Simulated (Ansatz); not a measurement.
# AlSiH4O (SMILES [AlH][O][SiH3]) at UHF/3-21G

What is the electronic atomisation energy of AlSiH4O at UHF/3-21G? 

Program for the calculation: Ansatz 0.2.0.

63 further runs of the same task are left out: 63 set aside as unsound or not needed.

### Step 1. The system as given

The species is AlSiH4O (7 atoms), meant as a doublet with charge 0. As SMILES, `[AlH][O][SiH3]`. The coordinates come from a PBE0-D4/def2-TZVP relaxation. This is one conformer, not always the lowest.

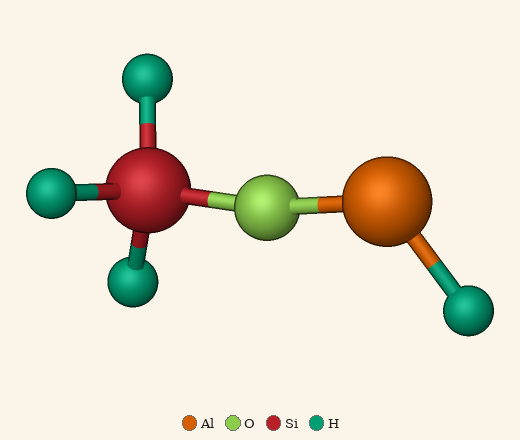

Viewed from a chosen angle; aluminium orange, oxygen green, silicon red, hydrogen teal.

### Step 2. The energy at UHF/3-21G

File in.yaml:

```yaml
crystal:
  periodic: [false, false, false]
  atoms:
    - {symbol: Al, position_ang: [-1.643700, -1.503700, -0.201100]}
    - {symbol: O, position_ang: [-0.403000, -0.368600, -0.047300]}
    - {symbol: Si, position_ang: [0.870900, 0.567400, 0.335800]}
    - {symbol: H, position_ang: [-2.580100, -1.352800, -1.500200]}
    - {symbol: H, position_ang: [1.204400, 1.463600, -0.802700]}
    - {symbol: H, position_ang: [0.554900, 1.401200, 1.526200]}
    - {symbol: H, position_ang: [2.057800, -0.275200, 0.643500]}
basis:
  gaussian:
    orbitals: 3-21G.json
magnetization:
  spin_polarized: true
  initial_magnetization: 1
hamiltonian:
  xc: hf
accuracy: high
output: {orbitals: {seedname: orbitals}}
```

The basis set 3-21G is read from a file made from the Basis Set Exchange's data (not shown).

Command:

```sh
ansatz run in.yaml --threads 1 --pin off --max-ram 3480MiB --events-out events.jsonl --progress --plain --runs-dir runs
```

Output:

```text
Warning: RAYON_NUM_THREADS=1 ignored (pool sized by the plan → 1); use --threads N
Functional definition: HF
  name "HF"
  exchange = exact_x
  correlation = 0
951 factors; integrals over basis functions are off by at most 3.6e-9 eV
mean field evaluation 1: about -16454.5653 eV, gradient 2.6e1 eV
mean field evaluation 2: about -16454.8113 eV, gradient 2.7e1 eV
mean field evaluation 4: about -16457.7621 eV, gradient 1.8e0 eV
mean field evaluation 8: about -16457.8457 eV, gradient 2.4e-1 eV
mean field evaluation 16: about -16457.8479 eV, gradient 2.1e-8 eV
mean field -16457.84785607 eV, -604.8147531806 hartree, gradient 4.1e-8 eV, S^2 0.756644; 0 other end points of the search recorded, 0 dependent functions left out
reference -16457.84785607 eV, -604.8147531806 hartree; 20, 19 occupied and 23, 24 virtual orbitals, 951 factors
Total energy: -16457.84785607 eV, -604.8147531806 hartree
```

It took 0.58 s on 1 thread of Arm Neoverse V1, shared host; peak memory 0.11 GiB.

### Step 3. The Al atom

File job.yaml:

```yaml
crystal:
  periodic: [false, false, false]
  atoms:
    - {symbol: Al, position_ang: [0.000000, 0.000000, 0.000000]}
basis:
  gaussian:
    orbitals: 3-21G.json
magnetization:
  spin_polarized: true
  initial_magnetization: 1
hamiltonian:
  xc: hf
accuracy: high
```

The basis set 3-21G is read from a file made from the Basis Set Exchange's data (not shown).

Run the same way, it converges to -240.55105 Eh (log not shown).

### Step 4. The H atom at the same level

File in.yaml:

```yaml
basis:
  gaussian: {orbitals: 3-21G.json}
crystal:
  periodic: [false, false, false]
  atoms:
    - {symbol: H, position_ang: [0.000000, 0.000000, 0.000000]}
magnetization: {spin_polarized: true, initial_magnetization: 1}
hamiltonian: {xc: hf}
accuracy: high
```

The basis set 3-21G is read from a file made from the Basis Set Exchange's data (not shown).

Command:

```sh
ansatz run in.yaml --threads 1 --pin off --max-ram 3480MiB --events-out events.jsonl --progress --plain --runs-dir runs
```

Output:

```text
Warning: RAYON_NUM_THREADS=1 ignored (pool sized by the plan → 1); use --threads N
[... 4 set-up lines as earlier in the session ...]
3 factors; integrals over basis functions are off by at most 1.3e-8 eV
mean field evaluation 1: about -13.4868 eV, gradient 1.3e0 eV
mean field evaluation 2: about -13.4868 eV, gradient 1.3e0 eV
mean field evaluation 4: about -13.5023 eV, gradient 2.1e-5 eV
mean field evaluation 8: about -13.5023 eV, gradient 1.0e-12 eV
mean field -13.50225274 eV, -0.4961986360 hartree, gradient 4.5e-8 eV, S^2 0.750000; 0 other end points of the search recorded, 0 dependent functions left out
reference -13.50225274 eV, -0.4961986360 hartree; 1, 0 occupied and 1, 2 virtual orbitals, 3 factors
Total energy: -13.50225274 eV, -0.4961986360 hartree
```

It took 0.04 s on 1 thread of Arm Neoverse V1, shared host.

### Step 5. The O atom

File in.yaml:

```yaml
crystal:
  periodic: [false, false, false]
  atoms:
    - {symbol: O, position_ang: [0.000000, 0.000000, 0.000000]}
basis:
  gaussian: {orbitals: 3-21G.json}
magnetization: {spin_polarized: true, initial_magnetization: 2}
hamiltonian: {xc: hf}
accuracy: high
```

The basis set 3-21G is read from a file made from the Basis Set Exchange's data (not shown).

Run the same way, it converges to -74.39366 Eh (log not shown).

### Step 6. The Si atom at the same level

File in.yaml:

```yaml
crystal:
  periodic: [false, false, false]
  atoms:
    - {symbol: Si, position_ang: [0.000000, 0.000000, 0.000000]}
basis:
  gaussian:
    orbitals: 3-21G.json
magnetization:
  spin_polarized: true
  initial_magnetization: 2
hamiltonian:
  xc: hf
accuracy: high
```

The basis set 3-21G is read from a file made from the Basis Set Exchange's data (not shown).

Run the same way, it converges to -287.34443 Eh (log not shown).

### Step 7. Outcome

At UHF/3-21G:

```
                                    quantity          value
                      molecule: total energy  -604.81475 Eh
molecule: HOMO energy (highest over α and β)       -8.05 eV
 molecule: LUMO energy (lowest over α and β)        1.02 eV
                              molecule: ⟨S²⟩          0.757
                       Al atom: total energy  -240.55105 Eh
                               Al atom: ⟨S²⟩          0.750
                        H atom: total energy    -0.49620 Eh
                                H atom: ⟨S²⟩          0.750
                        O atom: total energy   -74.39366 Eh
                                O atom: ⟨S²⟩          2.001
                       Si atom: total energy  -287.34443 Eh
                               Si atom: ⟨S²⟩          2.000
               electronic atomisation energy      14.717 eV
```

Taking the molecule apart into free atoms costs 14.72 eV (339 kcal/mol), before zero-point energy and without spin-orbit coupling. Hartree–Fock lacks the correlation of the bonding pairs, which as a rule makes this value much too low; in minimal bases other errors can mask that. The basis has no polarisation functions, which makes bonds too weak.
